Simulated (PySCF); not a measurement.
# GaH: from the state search to spectroscopic constants, part 2 of 2

PySCF 2.14.0; Ga x2c-SVPall, H x2c-SVPall; spin-free X2C with a Gaussian nucleus.

## Step 13: Correlated methods on the Hartree–Fock reference

Reference: RHF; core orbitals frozen: 9.

The coupled-cluster run at the reference distance, 1.680 Å, printed:

```text
******** <class 'pyscf.cc.ccsd.CCSD'> ********
CC2 = 0
CCSD nocc = 7, nmo = 28
frozen orbitals [0, 1, 2, 3, 4, 5, 6, 7, 8]
max_cycle = 80
direct = 0
conv_tol = 1e-07
conv_tol_normt = 1e-05
diis_space = 8
diis_start_cycle = 0
diis_start_energy_diff = 1e+09
max_memory 909 MB (current use 266 MB)
Init t2, MP2 energy = -1942.6043684754  E_corr(MP2) -0.199260552640248
Init E_corr(CCSD) = -0.1992605526403
cycle = 1  E_corr(CCSD) = -0.191282652153411  dE = 0.00797790049  norm(t1,t2) = 0.0603879
cycle = 2  E_corr(CCSD) = -0.202944946032629  dE = -0.0116622939  norm(t1,t2) = 0.0238758
cycle = 3  E_corr(CCSD) = -0.202428947888794  dE = 0.000515998144  norm(t1,t2) = 0.0113966
cycle = 4  E_corr(CCSD) = -0.204534393788848  dE = -0.0021054459  norm(t1,t2) = 0.00522999
cycle = 5  E_corr(CCSD) = -0.204488549851762  dE = 4.58439371e-05  norm(t1,t2) = 0.000789986
cycle = 6  E_corr(CCSD) = -0.204448366716152  dE = 4.01831356e-05  norm(t1,t2) = 0.000196343
cycle = 7  E_corr(CCSD) = -0.20444845814249  dE = -9.14263379e-08  norm(t1,t2) = 7.13565e-05
cycle = 8  E_corr(CCSD) = -0.204449751730083  dE = -1.29358759e-06  norm(t1,t2) = 2.09737e-05
cycle = 9  E_corr(CCSD) = -0.204449115290439  dE = 6.36439644e-07  norm(t1,t2) = 7.5374e-06
cycle = 10  E_corr(CCSD) = -0.204449183143018  dE = -6.78525791e-08  norm(t1,t2) = 1.9064e-06
CCSD converged
E(CCSD) = -1942.609557105902  E_corr = -0.204449183143018
CCSD(T) correction = -0.00662987351923265
```

Correlation energy (eV) along the bond:

```csv
R (Å),MP2,SCS-MP2,CCSD,CCSD(T),T1
1.445,-5.480,-5.190,n/a,n/a,n/a
1.512,-5.460,-5.174,-5.584,-5.764,0.011
1.579,-5.443,-5.160,-5.574,-5.754,0.012
1.630,-5.432,-5.152,-5.568,-5.748,0.012
1.680,-5.422,-5.145,-5.563,-5.744,0.012
1.730,-5.413,-5.138,-5.560,-5.741,0.012
1.798,-5.403,-5.132,-5.559,-5.740,0.012
1.882,-5.393,-5.126,-5.560,-5.743,0.013
1.982,-5.383,-5.121,-5.566,-5.751,0.013
2.117,-5.374,-5.118,n/a,n/a,n/a
```

RHF-MP2: Re = 1.645 Å, ωe = 1709 cm⁻¹, ωexe = 27.1 cm⁻¹, αe = 0.177 cm⁻¹, Be = 6.268 cm⁻¹, De = 2.67 eV.

RHF-SCS-MP2: Re = 1.651 Å, ωe = 1691 cm⁻¹, ωexe = 27.0 cm⁻¹, αe = 0.178 cm⁻¹, Be = 6.230 cm⁻¹, De = 2.75 eV.

RHF-CCSD: Re = 1.656 Å, ωe = 1660 cm⁻¹, ωexe = 29.2 cm⁻¹, αe = 0.186 cm⁻¹, Be = 6.189 cm⁻¹, De = 2.81 eV.

RHF-CCSD(T): Re = 1.657 Å, ωe = 1653 cm⁻¹, ωexe = 29.6 cm⁻¹, αe = 0.188 cm⁻¹, Be = 6.184 cm⁻¹, De = 2.82 eV.

## Step 14: The curves together

Energy (eV) from each level's lowest point:

```
R (Å)    RHF  RHF-MP2  RHF-SCS-MP2  RHF-CCSD  RHF-CCSD(T)    PBE   PW91  r²SCAN  B3LYP   PBE0   MN15  LC-ωPBE
1.445  0.340    0.287        0.297       n/a          n/a  0.396  0.388   0.335  0.376  0.358  0.340    0.302
1.512  0.147    0.114        0.120     0.126        0.126  0.193  0.187   0.150  0.178  0.164  0.153    0.124
1.579  0.041    0.024        0.027     0.030        0.031  0.071  0.068   0.045  0.062  0.053  0.046    0.029
1.630  0.005    0.000        0.000     0.001        0.001  0.021  0.020   0.008  0.016  0.012  0.009    0.000
1.680  0.000    0.005        0.002     0.000        0.000  0.000  0.000   0.000  0.000  0.000  0.000    0.001
1.730  0.019    0.033        0.028     0.022        0.022  0.002  0.004   0.015  0.007  0.012  0.015    0.025
1.798  0.076    0.099        0.091     0.080        0.079  0.035  0.038   0.063  0.046  0.057  0.063    0.087
1.882  0.183    0.217        0.204     0.186        0.184  0.112  0.117   0.159  0.130  0.149  0.159    0.201
1.982  0.350    0.394        0.375     0.347        0.342  0.240  0.248   0.309  0.268  0.296  0.310    0.375
2.117  0.610    0.664        0.639       n/a          n/a  0.451  0.461   0.545  0.490  0.531  0.550    0.645
```

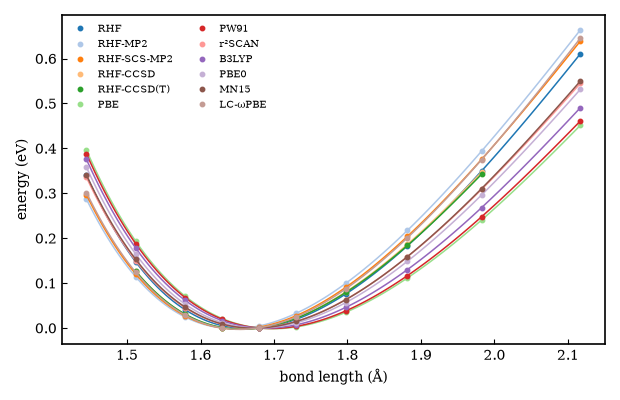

Curves of the followed state at each level, each from its own lowest point. Far from equilibrium a single determinant need not separate into the right atoms, and MP2 on it can jump.

The whole job (state search and all levels along the bond) took 1.5 min on 1 thread of Intel Xeon Platinum 8375C @ 2.90GHz (shared host), peak memory 0.42 GiB.

## Step 15: Results

The summary covers parts 1 to 2.

Lowest PBE0 solution found, without spin–orbit coupling: ¹Σ⁺ (singlet), closed shell. State 2 has its PBE0 minimum 2.05 eV higher. The other levels ran on the lowest alone.

```csv
level,Re (Å),ωe (cm⁻¹),De (eV),μ (D)
RHF,1.664,1681,2.06,-0.04
RHF-MP2,1.645,1709,2.67,n/a
RHF-SCS-MP2,1.651,1691,2.75,n/a
RHF-CCSD,1.656,1660,2.81,n/a
RHF-CCSD(T),1.657,1653,2.82,n/a
PBE,1.699,1530,2.88,-0.44
PW91,1.696,1537,2.90,-0.45
r²SCAN,1.671,1606,2.90,-0.28
B3LYP,1.688,1564,2.96,-0.45
PBE0,1.679,1600,2.85,-0.32
MN15,1.672,1613,2.95,-0.26
LC-ωPBE,1.653,1690,2.84,-0.14
```

De is counted to Ga + H in their ground configurations. A positive dipole means Ga(−)H(+).

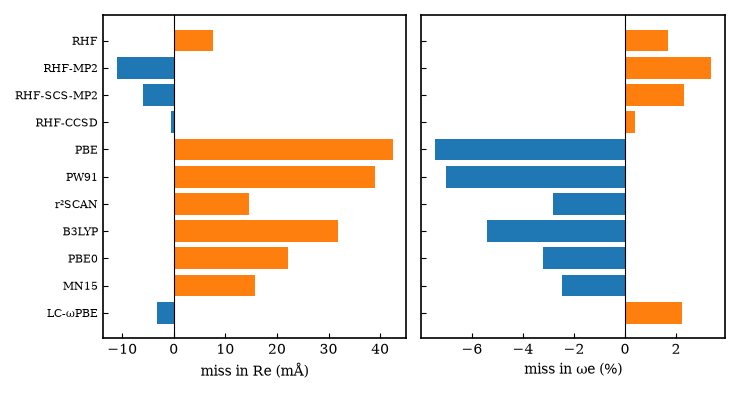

Differences in bond length and wavenumber from CCSD(T) in the same basis.

Time per point (s) on 1 thread of Intel Xeon Platinum 8375C at 2.90GHz, shared host (CPU time, shared integrals of 0.31 s apart; correlated levels include their reference; CCSD comes with the CCSD(T) run); the times are rough: RHF 0.048, RHF-MP2 0.07, RHF-SCS-MP2 0.07, PBE 0.57, PW91 0.46, r²SCAN 0.78, B3LYP 0.69, PBE0 1.1, MN15 0.83, LC-ωPBE 0.86; the reference 0.43.

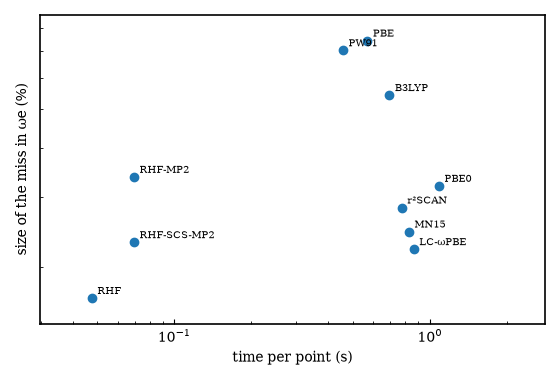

What each level's time buys in the wavenumber.

The cheapest levels within 10 mÅ and 2.5 % of CCSD(T): RHF (0.048 s), RHF-SCS-MP2 (0.07 s). The dearest run takes 1.1 s.

Against CCSD(T) in the same basis, the bond length is nearest at RHF-CCSD (-1 mÅ) and farthest at PBE (+42 mÅ); the wavenumber is nearest at RHF-CCSD (+0.4 %) and farthest at PBE (-7.4 %). CCSD(T) in a basis this small is itself some way from its limit, more so than the functionals. Of the levels with a De here, RHF gives the least (2.06 eV) and B3LYP the most (2.96 eV).

Correlated steps freeze 9 core orbitals.
